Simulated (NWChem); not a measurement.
**the pair BH3S···H2: a chain of runs**

Wanted: a single-point energy (singlet BH5S, B97-D/pcseg-1), then a single-point energy (singlet BH3S, B97-D/pcseg-1), then a single-point energy (singlet H2, B97-D/pcseg-1), then the energy (singlet BH3S, B97-D/pcseg-1), then the energy (singlet H2, B97-D/pcseg-1) of BH5S and its partners. 

The calculation is run with NWChem 7.3.0.

## Step 1: The structure to begin with

BH5S has 7 atoms, charge 0, and is taken as a singlet. The two molecules were placed rigidly side by side, at 0.8 times their contact distance; the pair isn't optimised.

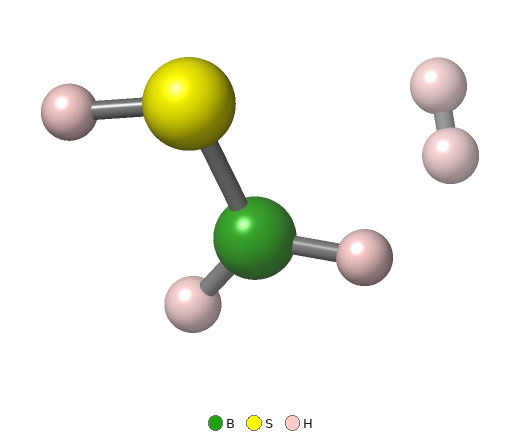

Viewed from a chosen angle; boron green, sulfur yellow, hydrogen pink.

## Step 2: The energy at B97-D/pcseg-1 (run 1)

bh5s.nw reads:

```
start bh5s
memory stack 880 mb heap 220 mb global 1100 mb
geometry noautosym nocenter noautoz
 B    -0.402080   -0.406260    0.096380
 S     0.151720    1.251640   -0.146020
 H    -1.572880   -0.541660    0.272480
 H     0.357120   -1.322860    0.082480
 H     1.466120    1.019140   -0.305320
 H    -1.498440    0.284420    2.577090
 H    -1.746610   -0.327660    2.229960
end
basis spherical bse
 * library pcseg-1
end
dft
 xc becke97-d
 grid fine
 convergence energy 1e-08
 iterations 100
 mulliken
 noprint "final vectors analysis"
end
task dft
```

Launch:

```bash
$ nwchem bh5s.nw > bh5s.out
```

What it wrote:

```text
[...]
          Wavefunction type:  closed shell.
          No. of atoms     :     7
          No. of electrons :    26
[...]
          Charge           :     0
          Spin multiplicity:     1
[...]
          AO basis - number of functions:    57
[...]
              XC Information
              --------------
                   Becke 97-D Method XC Functional
                  Becke 1997-D Exchange Functional  1.000
                Becke 1997-D Correlation Potential  1.000
[...]
 d= 0,ls=0.0,diis     1   -425.9803908775 -4.78D+02  1.21D-02  1.64D-01     1.5
[...]
 d= 0,ls=0.0,diis     8   -426.0085499778  9.49D-09  9.00D-06  1.79D-07    10.1
         Total DFT energy =     -426.008549977841
      One electron energy =     -688.880359327913
           Coulomb energy =      242.615705462110
    Exchange-Corr. energy =      -31.578670026169
 Nuclear repulsion energy =       51.839761177452
    Dispersion correction =       -0.004987263322
[...]
      Total Density - Mulliken Population Analysis
     ---------------------------------------------
    Atom       Charge   Shell Charges
 -----------   ------   -------------------------------------------------------
    1 B    5     5.09   1.99  0.69  0.39  1.53  0.47  0.02
    2 S   16    16.11   2.00  1.99  1.24  0.61  5.99  3.30  0.92  0.06
    3 H    1     0.96   0.79  0.16  0.01
    4 H    1     0.97   0.79  0.17  0.01
    5 H    1     0.88   0.73  0.13  0.02
    6 H    1     0.99   0.75  0.23  0.01
    7 H    1     1.00   0.75  0.24  0.01
[...]
```

It took 11 s on 1 thread of Intel Xeon Platinum 8259CL at 2.50GHz (Skylake/Cascade Lake), shared host; peak memory 0.12 GiB.

## Step 3: BH3S: the energy at B97-D/pcseg-1 (run 2)

bh3s.nw reads:

```
start bh3s
memory total 2200 mb
geometry noautosym nocenter noautoz
   B       -0.402080      -0.406260       0.096380
   S        0.151720       1.251640      -0.146020
   H       -1.572880      -0.541660       0.272480
   H        0.357120      -1.322860       0.082480
   H        1.466120       1.019140      -0.305320
end
basis spherical bse
   * library pcseg-1
end
dft
   xc becke97-d
   grid fine
   convergence energy 1e-08
   iterations 100
   mulliken
   noprint "final vectors analysis"
end
task dft energy
```

Launch:

```bash
$ nwchem bh3s.nw > bh3s.out
```

What it wrote:

```text
[...]
          Wavefunction type:  closed shell.
          No. of atoms     :     5
          No. of electrons :    24
[...]
          Charge           :     0
          Spin multiplicity:     1
[...]
          AO basis - number of functions:    47
[...]
              XC Information
              --------------
                   Becke 97-D Method XC Functional
                  Becke 1997-D Exchange Functional  1.000
                Becke 1997-D Correlation Potential  1.000
[...]
 d= 0,ls=0.0,diis     1   -424.8073178430 -4.68D+02  1.42D-02  1.54D-01     1.0
[...]
 d= 0,ls=0.0,diis    10   -424.8326971203 -4.32D-10  4.66D-07  4.52D-10     7.3
         Total DFT energy =     -424.832697120257
      One electron energy =     -670.236849213544
           Coulomb energy =      233.195595715035
    Exchange-Corr. energy =      -30.859800893381
 Nuclear repulsion energy =       43.070552083893
    Dispersion correction =       -0.002194812261
[...]
      Total Density - Mulliken Population Analysis
     ---------------------------------------------
    Atom       Charge   Shell Charges
 -----------   ------   -------------------------------------------------------
    1 B    5     5.07   1.99  0.69  0.38  1.53  0.45  0.02
    2 S   16    16.11   2.00  1.99  1.24  0.61  5.99  3.30  0.92  0.06
    3 H    1     0.97   0.79  0.17  0.01
    4 H    1     0.97   0.79  0.17  0.01
    5 H    1     0.88   0.73  0.13  0.02
[...]
```

Wall time 8.1 s (1 thread of Intel Xeon Platinum 8259CL at 2.50GHz (Skylake/Cascade Lake), shared host); peak memory 0.11 GiB.

## Step 4: H2: the energy at B97-D/pcseg-1 (run 3)

a.nw reads:

```
start a
title "H2 energy"
memory stack 880 mb heap 220 mb global 1100 mb

geometry units bohr noautosym nocenter noautoz
H     -2.83164121     0.53747590     4.86999430
H     -3.30061455    -0.61918766     4.21401367
end

basis "ao basis" spherical bse
* library pcseg-1
end

dft
xc becke97-d
grid fine
convergence energy 1e-08
maxiter 100
mulliken
print low
end

task dft energy
```

Launch:

```bash
$ nwchem a.nw > a.out
```

What it wrote:

```text
[...]
 d= 0,ls=0.0,diis     1     -1.1773834854 -1.89D+00  1.27D-02  8.17D-03     0.1
[...]
 d= 0,ls=0.0,diis     5     -1.1798161696 -6.21D-13  7.07D-10  2.47D-16     0.4
         Total DFT energy =       -1.179816169610
      One electron energy =       -2.497906451677
           Coulomb energy =        1.317428673641
    Exchange-Corr. energy =       -0.708553812825
 Nuclear repulsion energy =        0.709216795342
    Dispersion correction =       -0.000001374092
[...]
      Total Density - Mulliken Population Analysis
     ---------------------------------------------
    Atom       Charge   Shell Charges
 -----------   ------   -------------------------------------------------------
    1 H    1     1.00   0.75  0.25  0.01
    2 H    1     1.00   0.75  0.25  0.01
[...]
```

Run time: 0.93 s. Hardware: 1 thread of Intel Xeon Platinum 8259CL at 2.50GHz (Skylake/Cascade Lake), shared host; peak memory 0.1 GiB.

## Step 5: BH3S among ghost functions: the energy at B97-D/pcseg-1 (with ghost functions) (run 4)

work.nw reads:

```
start work
title "BH3S energy"
memory total 2200 mb
geometry units atomic noautosym nocenter noautoz
 B     -0.75982108    -0.76772014     0.18213180
 S      0.28670925     2.36525681    -0.27593781
 H     -2.97231243    -1.02358905     0.51491257
 H      0.67485899    -2.49984310     0.15586461
 H      2.77056527     1.92589548    -0.57697118
 bqH     -2.831641     0.537476     4.869994
 bqH     -3.300615    -0.619188     4.214014
end
basis spherical bse
 B library pcseg-1
 S library pcseg-1
 H library pcseg-1
 bqH library H pcseg-1
end
dft
 xc becke97-d
 mult 1
 grid fine
 convergence energy 1e-08
 iterations 100
 mulliken
 print low
end
task dft energy
```

Launch:

```bash
$ nwchem work.nw > work.out
```

What it wrote:

```text
[...]
 d= 0,ls=0.0,diis     1   -424.8073706386 -4.68D+02  1.17D-02  1.54D-01     1.4
[...]
 d= 0,ls=0.0,diis     8   -424.8327580918  8.49D-09  8.70D-06  1.68D-07     8.3
         Total DFT energy =     -424.832758091817
      One electron energy =     -670.239851723482
           Coulomb energy =      233.198598474753
    Exchange-Corr. energy =      -30.859858950495
 Nuclear repulsion energy =       43.070548920314
    Dispersion correction =       -0.002194812907
[...]
      Total Density - Mulliken Population Analysis
     ---------------------------------------------
    Atom       Charge   Shell Charges
 -----------   ------   -------------------------------------------------------
    1 B    5     5.07   1.99  0.69  0.38  1.53  0.46  0.02
    2 S   16    16.11   2.00  1.99  1.24  0.61  5.99  3.30  0.92  0.06
    3 H    1     0.96   0.79  0.17  0.01
    4 H    1     0.97   0.79  0.17  0.01
    5 H    1     0.88   0.73  0.13  0.02
    6 X    0    -0.00  -0.00 -0.00 -0.00
    7 X    0     0.00   0.00  0.00  0.00
[...]
```

Wall time 9 s (1 thread of Intel Xeon Platinum 8259CL at 2.50GHz (Skylake/Cascade Lake), shared host); peak memory 0.11 GiB.

## Step 6: H2 among ghost functions: a single-point energy at B97-D/pcseg-1 (with ghost functions) (run 5)

job.nw reads:

```
start job
memory 2200 mb

geometry units angstrom noautosym nocenter noautoz
  H     -1.498440     0.284420     2.577090
  H     -1.746610    -0.327660     2.229960
  bqB     -0.402080    -0.406260     0.096380
  bqS      0.151720     1.251640    -0.146020
  bqH     -1.572880    -0.541660     0.272480
  bqH      0.357120    -1.322860     0.082480
  bqH      1.466120     1.019140    -0.305320
end

basis "ao basis" spherical bse
  H library pcseg-1
  bqB library B pcseg-1
  bqS library S pcseg-1
  bqH library H pcseg-1
end

dft
  xc becke97-d
  grid fine
  convergence energy 1e-08
  maxiter 100
  mulliken
  print low
end

task dft energy
```

Launch:

```bash
$ nwchem job.nw > job.out
```

What it wrote:

```text
[...]
 d= 0,ls=0.0,diis     1     -1.1774072192 -1.89D+00  2.28D-03  8.51D-03     1.1
[...]
 d= 0,ls=0.0,diis     5     -1.1798506098 -1.45D-11  5.48D-09  3.91D-13     4.6
         Total DFT energy =       -1.179850609815
      One electron energy =       -2.497845652746
           Coulomb energy =        1.317319687446
    Exchange-Corr. energy =       -0.708540115564
 Nuclear repulsion energy =        0.709216845140
    Dispersion correction =       -0.000001374092
[...]
      Total Density - Mulliken Population Analysis
     ---------------------------------------------
    Atom       Charge   Shell Charges
 -----------   ------   -------------------------------------------------------
    1 H    1     1.00   0.75  0.25  0.01
    2 H    1     0.99   0.75  0.24  0.01
    3 X    0     0.01  -0.00 -0.00  0.00 -0.00  0.00  0.00
    4 X    0    -0.00  -0.00 -0.00  0.00 -0.00  0.00 -0.00 -0.00 -0.00
    5 X    0    -0.00  -0.00 -0.00  0.00
    6 X    0     0.00  -0.00  0.00 -0.00
    7 X    0     0.00   0.00  0.00  0.00
[...]
```

Wall time 5.4 s (1 thread of Intel Xeon Platinum 8259CL at 2.50GHz (Skylake/Cascade Lake), shared host); peak memory 0.12 GiB.

## Step 7: Summary of results

| quantity | value |
| --- | --- |
| run 1, B97-D/pcseg-1: total energy | -426.00855 Eh |
| run 1, B97-D/pcseg-1: dipole moment | 0.94 D |
| run 1, B97-D/pcseg-1: dispersion energy | -13.09 kJ/mol |
| BH3S: total energy | -424.83270 Eh |
| BH3S: dipole moment | 1.02 D |
| BH3S: dispersion energy | -5.76 kJ/mol |
| H2: total energy | -1.17982 Eh |
| H2: dispersion energy | 0.00 kJ/mol |
| BH3S among ghost functions: total energy | -424.83276 Eh |
| BH3S among ghost functions: dispersion energy | -5.76 kJ/mol |
| H2 among ghost functions: total energy | -1.17985 Eh |
| H2 among ghost functions: dispersion energy | 0.00 kJ/mol |
| interaction energy of the rigid parts BH3S and H2 (parts in their own basis; closest atoms 1.98 Å apart) | 0.108 eV |
| interaction energy of the rigid parts BH3S and H2 (parts in the whole basis, counterpoise; closest atoms 1.98 Å apart) | 0.110 eV |

**Reading.** The interaction energy of the rigid parts BH3S and H2 (parts in their own basis; closest atoms 1.98 Å apart) is 0.11 eV (2.5 kcal/mol): the parts repel at this shape. Without counterpoise this holds the superposition error of the basis. The interaction energy of the rigid parts BH3S and H2 (parts in the whole basis, counterpoise; closest atoms 1.98 Å apart) is 0.11 eV (2.5 kcal/mol): the parts repel at this shape. The basis-set superposition error is 0.3 kJ/mol. Mulliken charges (run 1, B97-D/pcseg-1) run from -0.11 on S2 to +0.12 on H5.
